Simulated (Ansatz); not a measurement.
# As₂ (quintet): correlated methods under varied settings

Aim: run As₂ (quintet) at one geometry under a spread of methods and options, and see what each costs and gives.

Program: Ansatz 0.2.0, Gaussian basis. Level of theory: the settings change from run to run. These are calculated values, not measurements.

16 further runs of the same task are left out: 4 that didn't finish, 12 set aside as unsound or not needed. Runs told in other sessions of the task aren't counted.

## (1) What is computed

The geometry is a PBE0/def2-TZVP stationary point (not a proven minimum) of the parent state, kept for this charge and spin. No spin-orbit coupling is included. The filled d shell of As may be among the frozen orbitals whatever the setting's name suggests.

2 atoms, charge 0, spin multiplicity 5.

Atoms are counted from 1 here; the program's logs count them from 0.

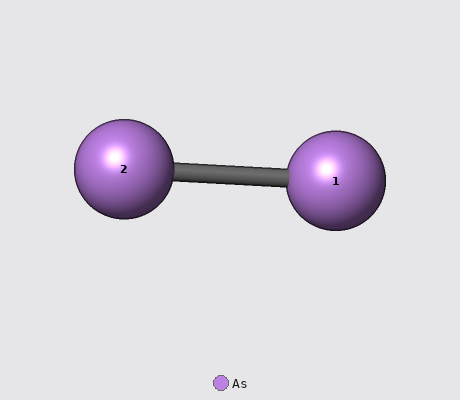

The structure; arsenic purple; atoms are numbered from 1 in the order of the file.

Coordinates:

```xyz
2

As    0.0000    0.0000    0.0000
As    0.0000    0.0000    2.2756
```

## (2) BCCD on ROHF/STO-3G

Contents of in.yaml:

```yaml
crystal:
  periodic: [false, false, false]
  atoms:
    - {symbol: As, position_ang: [0.000000, 0.000000, 0.000000]}
    - {symbol: As, position_ang: [0.000000, 0.000000, 2.275600]}
basis:
  gaussian: {orbitals: STO-3G}
magnetization: {spin_polarized: false, initial_magnetization: 4}
correlation: {method: bccd, electrons: valence}
output: {forces: true}
```

Started as:

```bash
> ansatz run in.yaml --threads 1 --pin off --events-out ev --progress --plain --max-ram 2393MiB
```

Output, shortened:

```text
Functional definition: HF
  name "HF"
  cite "Fock, Z. Phys. 61, 126 (1930) doi:10.1007/BF01340294"
  parent pbe
[...]
344 factors; integrals over basis functions are off by at most 1.5e-5 eV
[...]
mean field -120234.18352073 eV, -4418.5247467301 hartree, gradient 2.5e-6 eV, S^2 6.000000; 1 other end points of the search recorded, 0 dependent functions left out
[...]
determinant -120234.18352073 eV, -4418.5247467301 hartree, with singles and doubles -120234.75506399 eV, -4418.5457505574 hartree
determinant -120232.20550387 eV, -4418.4520559514 hartree, with singles and doubles -120233.15758686 eV, -4418.4870443559 hartree
18 core orbitals not correlated: weight in the atoms' cores, before any rotation towards them, 1.000 or more for the frozen orbitals, at most 0.000 for the correlated occupied ones
reference -120234.18352073 eV, -4418.5247467301 hartree; 17, 13 occupied and 1, 5 virtual orbitals, 344 factors
second order -0.30918904 eV of doubles, -0.04889207 eV of singles
cycle   1  -0.57210667 eV  change   -5.6e-4 eV  update   1.4e-3
[...]
cycle   9  -0.57093558 eV  change    7.3e-7 eV  update   6.0e-7
[...]
Total energy: -120234.75445630 eV, -4418.5457282255 hartree
Atom 0 at     0.000000     0.000000     0.000000 Å, force     0.000000     0.000000    -4.533578 eV/Å
Atom 1 at     0.000000     0.000000     2.275600 Å, force     0.000000     0.000000     4.533578 eV/Å
Dipole moment:     0.000000     0.000000     0.000000 e Å
```

Wall time 1.4 s (1 thread of Arm Neoverse V2, shared host).

From the report: correlation -0.5709 eV; largest double amplitude 0.10.

## (3) MP2 on UHF/cc-pVDZ

Contents of in.yaml:

```yaml
crystal:
  periodic: [false, false, false]
  atoms:
    - {symbol: As, position_ang: [0.000000, 0.000000, 0.000000]}
    - {symbol: As, position_ang: [0.000000, 0.000000, 2.275600]}
basis:
  gaussian: {orbitals: cc-pVDZ}
magnetization: {spin_polarized: true, initial_magnetization: 4}
correlation: {method: mp2, electrons: valence}
```

The command is unchanged.

Output:

```text
Functional definition: HF
  name "HF"
  cite "Fock, Z. Phys. 61, 126 (1930) doi:10.1007/BF01340294"
  parent pbe
  exchange = exact_x
  correlation = 0
658 factors; integrals over basis functions are off by at most 1.0e-3 eV
mean field evaluation 1: about -121588.2777 eV, gradient 7.0e0 eV
mean field evaluation 2: about -121588.2798 eV, gradient 7.0e0 eV
mean field evaluation 4: about -121588.8221 eV, gradient 8.7e-1 eV
mean field evaluation 8: about -121588.8344 eV, gradient 3.8e-3 eV
mean field evaluation 16: about -121587.9401 eV, gradient 4.1e0 eV
mean field -121588.83437759 eV, -4468.3072475045 hartree, gradient 1.9e-6 eV, S^2 6.032846; 2 other end points of the search recorded, 0 dependent functions left out
18 core orbitals not correlated: weight in the atoms' cores, before any rotation towards them, 1.000 or more for the frozen orbitals, at most 0.000 for the correlated occupied ones
reference -121588.83437759 eV, -4468.3072475045 hartree; 17, 13 occupied and 19, 23 virtual orbitals, 658 factors
second order -4.27459640 eV of doubles, -0.00000000 eV of singles
Total energy: -121593.10897400 eV, -4468.4643360249 hartree
```

Run time: 1.2 s. Hardware: 1 thread of Arm Neoverse V2, shared host.

From the report: ⟨S²⟩ of the determinant 6.033 (pure quintet: 6.00).

## (4) CCSD(T) on ROHF/cc-pVTZ

Contents of in.yaml:

```yaml
crystal:
  periodic: [false, false, false]
  atoms:
    - {symbol: As, position_ang: [0.000000, 0.000000, 0.000000]}
    - {symbol: As, position_ang: [0.000000, 0.000000, 2.275600]}
basis:
  gaussian: {orbitals: cc-pVTZ}
magnetization: {spin_polarized: false, initial_magnetization: 4}
correlation: {method: ccsd_t, electrons: outside_noble_gas}
scf: {lower_state_search: off}
```

Same command.

Output, shortened:

```text
Functional definition: HF
  name "HF"
  cite "Fock, Z. Phys. 61, 126 (1930) doi:10.1007/BF01340294"
  parent pbe
[...]
574 factors; integrals over basis functions are off by at most 9.5e-4 eV
[...]
mean field -121592.47809031 eV, -4468.4411514769 hartree, gradient 5.8e-6 eV, S^2 6.000000; 0 other end points of the search recorded, 0 dependent functions left out
28 core orbitals not correlated: weight in the atoms' cores, before any rotation towards them, 1.000 or more for the frozen orbitals, at most 0.000 for the correlated occupied ones
reference -121592.47809031 eV, -4468.4411514769 hartree; 7, 3 occupied and 51, 55 virtual orbitals, 574 factors
second order -4.70278400 eV of doubles, -0.15840068 eV of singles
cycle   1  -5.43718401 eV  change   -5.7e-1 eV  update   5.7e-2
[...]
cycle   9  -5.62132069 eV  change    3.9e-6 eV  update   8.9e-6
perturbative correction -0.23124052 eV, -0.0084979324 hartree
Total energy: -121598.33065151 eV, -4468.6562291343 hartree
Checks for a lower state left out: stability, starts, cluster_reference, orbital_swaps, neighbouring_geometries, increment
```

Wall time 2 s (1 thread of Arm Neoverse V2, shared host).

From the report: correlation -5.8526 eV; T1 0.019; largest double amplitude 0.06.

## (5) BCCD on ROHF/cc-pVDZ

Contents of in.yaml:

```yaml
crystal:
  periodic: [false, false, false]
  atoms:
    - {symbol: As, position_ang: [0.000000, 0.000000, 0.000000]}
    - {symbol: As, position_ang: [0.000000, 0.000000, 2.275600]}
basis:
  gaussian: {orbitals: cc-pVDZ}
magnetization: {spin_polarized: false, initial_magnetization: 4}
correlation: {method: bccd, electrons: outside_noble_gas}
```

Same command.

Output, shortened:

```text
Functional definition: HF
  name "HF"
  cite "Fock, Z. Phys. 61, 126 (1930) doi:10.1007/BF01340294"
  parent pbe
[...]
658 factors; integrals over basis functions are off by at most 1.0e-3 eV
[...]
mean field -121588.56790489 eV, -4468.2974548135 hartree, gradient 8.0e-7 eV, S^2 6.000000; 3 other end points of the search recorded, 0 dependent functions left out
[...]
determinant -121588.56790489 eV, -4468.2974548135 hartree, with singles and doubles -121592.99217127 eV, -4468.4600436039 hartree
determinant -121587.13508400 eV, -4468.2447996170 hartree, with singles and doubles -121591.89572481 eV, -4468.4197499397 hartree
28 core orbitals not correlated: weight in the atoms' cores, before any rotation towards them, 1.000 or more for the frozen orbitals, at most 0.000 for the correlated occupied ones
reference -121588.56790489 eV, -4468.2974548135 hartree; 7, 3 occupied and 19, 23 virtual orbitals, 658 factors
second order -3.53660887 eV of doubles, -0.13936221 eV of singles
cycle   1  -4.42770962 eV  change   -3.4e-3 eV  update   2.4e-3
[...]
cycle   7  -4.42514357 eV  change    6.2e-6 eV  update   7.5e-6
Total energy: -121592.99304846 eV, -4468.4600758402 hartree
```

It took 2.7 s on 1 thread of Arm Neoverse V2, shared host.

From the report: correlation -4.4251 eV; largest double amplitude 0.08.

## (6) CISD/cc-pVTZ-DK

Contents of in.yaml:

```yaml
crystal:
  periodic: [false, false, false]
  atoms:
    - {symbol: As, position_ang: [0.000000, 0.000000, 0.000000]}
    - {symbol: As, position_ang: [0.000000, 0.000000, 2.275600]}
basis:
  gaussian: {orbitals: cc-pVTZ-DK}
magnetization: {spin_polarized: false, initial_magnetization: 4}
correlation: {active_space: {ras: {orbitals: [3, 4, 51], electrons: 10, max_holes: 2, max_particles: 2}, fixed_orbitals: true}}
```

Same command.

Output:

```text
Functional definition: HF
  name "HF"
  cite "Fock, Z. Phys. 61, 126 (1930) doi:10.1007/BF01340294"
  parent pbe
  exchange = exact_x
  correlation = 0
576 factors; integrals over basis functions are off by at most 9.5e-4 eV
mean field evaluation 1: about -122941.1823 eV, gradient 8.0e0 eV
mean field evaluation 2: about -122941.2136 eV, gradient 8.1e0 eV
mean field evaluation 4: about -122941.7236 eV, gradient 1.1e0 eV
mean field evaluation 8: about -122941.7301 eV, gradient 2.7e-1 eV
mean field evaluation 16: about -122941.7238 eV, gradient 3.7e-1 eV
mean field -122941.73051356 eV, -4518.0252634754 hartree, gradient 5.7e-6 eV, S^2 6.000000; 4 other end points of the search recorded, 0 dependent functions left out
reference -122941.73051356 eV, -4518.0252634754 hartree; 35, 31 occupied and 51, 55 virtual orbitals, 576 factors
state -122947.01677017 eV, -4518.2195298227 hartree
Total energy: -122947.01677017 eV, -4518.2195298227 hartree
Relativity: scalar
```

Wall time 12 s (1 thread of Arm Neoverse V2, shared host).

From the report: 79,564 determinants.

## (7) CCSD on UHF/def2-SVP

Contents of in.yaml:

```yaml
crystal:
  periodic: [false, false, false]
  atoms:
    - {symbol: As, position_ang: [0.000000, 0.000000, 0.000000]}
    - {symbol: As, position_ang: [0.000000, 0.000000, 2.275600]}
basis:
  gaussian: {orbitals: def2-SVP}
magnetization: {spin_polarized: true, initial_magnetization: 4}
correlation: {method: ccsd, electrons: valence}
output: {forces: true}
```

Launched as before.

Output, shortened:

```text
Functional definition: HF
  name "HF"
  cite "Fock, Z. Phys. 61, 126 (1930) doi:10.1007/BF01340294"
  parent pbe
[...]
627 factors; integrals over basis functions are off by at most 6.9e-4 eV
[...]
mean field -121575.28194993 eV, -4467.8092049740 hartree, gradient 3.2e-6 eV, S^2 6.034585; 3 other end points of the search recorded, 0 dependent functions left out
determinant -121575.28194993 eV, -4467.8092049740 hartree, with singles and doubles -121585.69374502 eV, -4468.1918313861 hartree
determinant -121573.76683232 eV, -4467.7535254289 hartree, with singles and doubles -121584.56112928 eV, -4468.1502085256 hartree
18 core orbitals not correlated: weight in the atoms' cores, before any rotation towards them, 1.000 or more for the frozen orbitals, at most 0.000 for the correlated occupied ones
reference -121575.28194993 eV, -4467.8092049740 hartree; 17, 13 occupied and 29, 33 virtual orbitals, 627 factors
second order -10.14336130 eV of doubles, -0.00000000 eV of singles
cycle   1  -10.41125532 eV  change    5.4e-4 eV  update   7.5e-4
[...]
cycle   8  -10.41159215 eV  change    3.7e-7 eV  update   2.9e-7
[...]
Total energy: -121585.69354208 eV, -4468.1918239284 hartree
Atom 0 at     0.000000     0.000000     0.000000 Å, force    -0.000000     0.000000    -4.368145 eV/Å
Atom 1 at     0.000000     0.000000     2.275600 Å, force     0.000000    -0.000000     4.368145 eV/Å
Dipole moment:     0.000000    -0.000000     0.000000 e Å
```

Run time: 13 s. Hardware: 1 thread of Arm Neoverse V2, shared host; peak memory 0.25 GiB.

From the report: ⟨S²⟩ of the determinant 6.035 (pure quintet: 6.00); correlation -10.4116 eV; T1 0.009; largest double amplitude 0.08.

## (8) CCSD on ROHF/cc-pVTZ

Contents of in.yaml:

```yaml
crystal:
  periodic: [false, false, false]
  atoms:
    - {symbol: As, position_ang: [0.000000, 0.000000, 0.000000]}
    - {symbol: As, position_ang: [0.000000, 0.000000, 2.275600]}
basis:
  gaussian: {orbitals: cc-pVTZ}
magnetization: {spin_polarized: false, initial_magnetization: 4}
correlation: {method: ccsd, electrons: outside_noble_gas}
```

Same command.

Output, shortened:

```text
Functional definition: HF
  name "HF"
  cite "Fock, Z. Phys. 61, 126 (1930) doi:10.1007/BF01340294"
  parent pbe
[...]
574 factors; integrals over basis functions are off by at most 9.5e-4 eV
[...]
mean field -121592.47809031 eV, -4468.4411514769 hartree, gradient 5.8e-6 eV, S^2 6.000000; 5 other end points of the search recorded, 0 dependent functions left out
[...]
determinant -121592.47809031 eV, -4468.4411514769 hartree, with singles and doubles -121598.12535439 eV, -4468.6486846043 hartree
determinant -121591.08863408 eV, -4468.3900899024 hartree, with singles and doubles -121597.07316132 eV, -4468.6100172219 hartree
28 core orbitals not correlated: weight in the atoms' cores, before any rotation towards them, 1.000 or more for the frozen orbitals, at most 0.000 for the correlated occupied ones
reference -121592.47809031 eV, -4468.4411514769 hartree; 7, 3 occupied and 51, 55 virtual orbitals, 574 factors
second order -4.70278400 eV of doubles, -0.15840068 eV of singles
cycle   1  -5.61116577 eV  change   -3.3e-1 eV  update   1.5e-2
[...]
cycle   7  -5.62132289 eV  change   -5.3e-6 eV  update   6.0e-6
Total energy: -121598.09941320 eV, -4468.6477312830 hartree
```

Run time: 7 s. Hardware: 1 thread of Arm Neoverse V2, shared host.

From the report: correlation -5.6213 eV; T1 0.019; largest double amplitude 0.06.

## (9) CCSD on UHF/cc-pVTZ

Contents of in.yaml:

```yaml
crystal:
  periodic: [false, false, false]
  atoms:
    - {symbol: As, position_ang: [0.000000, 0.000000, 0.000000]}
    - {symbol: As, position_ang: [0.000000, 0.000000, 2.275600]}
basis:
  gaussian: {orbitals: cc-pVTZ, point_charges: [{charge: -1.00, position_ang: [3.217, 0.907, 0.821]}]}
magnetization: {spin_polarized: true, initial_magnetization: 4}
correlation: {method: ccsd, electrons: outside_noble_gas}
accuracy: high
```

Same command.

Output, shortened:

```text
Functional definition: HF
  name "HF"
  cite "Fock, Z. Phys. 61, 126 (1930) doi:10.1007/BF01340294"
  parent pbe
[...]
1105 factors; integrals over basis functions are off by at most 4.3e-9 eV
[...]
mean field -121593.22815537 eV, -4468.4687158598 hartree, gradient 2.5e-8 eV, S^2 6.040311; 4 other end points of the search recorded, 0 dependent functions left out
determinant -121593.22815537 eV, -4468.4687158598 hartree, with singles and doubles -121598.55084639 eV, -4468.6643211469 hartree
determinant -121591.74143798 eV, -4468.4140800034 hartree, with singles and doubles -121597.46270807 eV, -4468.6243328012 hartree
determinant -121591.35458689 eV, -4468.3998634878 hartree, with singles and doubles -121597.10798542 eV, -4468.6112969840 hartree
28 core orbitals not correlated: weight in the atoms' cores, before any rotation towards them, 1.000 or more for the frozen orbitals, at most 0.000 for the correlated occupied ones
reference -121593.22815537 eV, -4468.4687158598 hartree; 7, 3 occupied and 51, 55 virtual orbitals, 1105 factors
second order -4.46789105 eV of doubles, -0.00000000 eV of singles
cycle   1  -5.29842872 eV  change   -3.3e-1 eV  update   1.8e-2
[...]
cycle  21  -5.31308837 eV  change  -5.4e-10 eV  update  9.2e-10
Total energy: -121598.54124375 eV, -4468.6639682561 hartree
```

It took 15 s on 1 thread of Arm Neoverse V2, shared host; peak memory 0.37 GiB.

From the report: ⟨S²⟩ of the determinant 6.040 (pure quintet: 6.00); correlation -5.3131 eV; T1 0.016; largest double amplitude 0.05.

## (10) CCSDT on UHF/6-31G

Contents of in.yaml:

```yaml
crystal:
  periodic: [false, false, false]
  atoms:
    - {symbol: As, position_ang: [0.000000, 0.000000, 0.000000]}
    - {symbol: As, position_ang: [0.000000, 0.000000, 2.275600]}
basis:
  gaussian: {orbitals: 6-31G}
magnetization: {spin_polarized: true, initial_magnetization: 4}
correlation: {method: ccsdt, electrons: outside_noble_gas}
scf: {lower_state_search: full}
output: {forces: true}
```

The command is unchanged.

Output, shortened:

```text
Functional definition: HF
  name "HF"
  cite "Fock, Z. Phys. 61, 126 (1930) doi:10.1007/BF01340294"
  parent pbe
[...]
859 factors; integrals over basis functions are off by at most 4.4e-8 eV
[...]
mean field -121571.29798419 eV, -4467.6627969334 hartree, gradient 4.2e-7 eV, S^2 6.012396; 8 other end points of the search recorded, 0 dependent functions left out
determinant -121571.29798419 eV, -4467.6627969334 hartree, with singles and doubles -121572.93779039 eV, -4467.7230586997 hartree
determinant -121570.07722820 eV, -4467.6179349785 hartree, with singles and doubles -121572.04443050 eV, -4467.6902283296 hartree
28 core orbitals not correlated: weight in the atoms' cores, before any rotation towards them, 0.999 or more for the frozen orbitals, at most 0.001 for the correlated occupied ones
reference -121571.29798419 eV, -4467.6627969334 hartree; 7, 3 occupied and 23, 27 virtual orbitals, 859 factors
second order -1.28684731 eV of doubles, -0.00000000 eV of singles
cycle   1  -1.53891728 eV  change   -2.5e-1 eV  update   4.7e-2
[...]
cycle  14  -1.70844862 eV  change    1.6e-7 eV  update   2.3e-7
[...]
Total energy: -121573.00643281 eV, -4467.7255812623 hartree
Atom 0 at     0.000000     0.000000     0.000000 Å, force    -0.000000    -0.000000    -5.660634 eV/Å
Atom 1 at     0.000000     0.000000     2.275600 Å, force     0.000000     0.000000     5.660634 eV/Å
Dipole moment:    -0.000000     0.000000    -0.000000 e Å
```

It took 27 s on 1 thread of Arm Neoverse V2, shared host; peak memory 0.47 GiB.

From the report: ⟨S²⟩ of the determinant 6.012 (pure quintet: 6.00); correlation -1.7084 eV; T1 0.008; largest double amplitude 0.09.

## (11) All runs side by side

Where basis and cores are those of an earlier UCCSDT(Q)/cc-pVTZ run (-121598.3964 eV), and the records show the same count of frozen orbitals and kind of state, the miss against it is given; a blank cell means that this couldn't be shown.

| level | correlated | functions | energy (eV) | from UCCSDT(Q) (meV) | time |
| --- | --- | --- | --- | --- | --- |
| BCCD on ROHF/STO-3G | valence | 36 | -120234.7545 |  | 1.4 s |
| MP2 on UHF/cc-pVDZ | valence | 54 | -121593.1090 |  | 1.2 s |
| CCSD(T) on ROHF/cc-pVTZ | outside noble gas | 86 | -121598.3307 | 65.7 | 2 s |
| BCCD on ROHF/cc-pVDZ | outside noble gas | 54 | -121592.9930 |  | 2.7 s |
| CISD/cc-pVTZ-DK | outside noble gas | 86 | -122947.0168 |  | 12 s |
| CCSD on UHF/def2-SVP | valence | 64 | -121585.6935 |  | 13 s |
| CCSD on ROHF/cc-pVTZ | outside noble gas | 86 | -121598.0994 | 297.0 | 7 s |
| CCSD on UHF/cc-pVTZ (beside a point charge) | outside noble gas | 86 | -121598.5412 |  | 15 s |
| CCSDT on UHF/6-31G | outside noble gas | 58 | -121573.0064 |  | 27 s |

## (12) Results

```
quantity                      value
    runs                          9
quickest  MP2 on UHF/cc-pVDZ, 1.2 s
 slowest   CCSDT on UHF/6-31G, 27 s
```

What this shows: Total energies in different bases, with other cores or another treatment of relativity can't be set against each other. «valence» and «outside noble gas» are the program's key words; the logs give how many orbitals each freezes, and for Ga to Kr the 3d shell needn't follow the word's plain sense. CCSDT on UHF/6-31G took 22 times as long as MP2 on UHF/cc-pVDZ; the jobs differ in more than the method. Among the correlated runs with a miss given, it spans +66 to +297 meV.
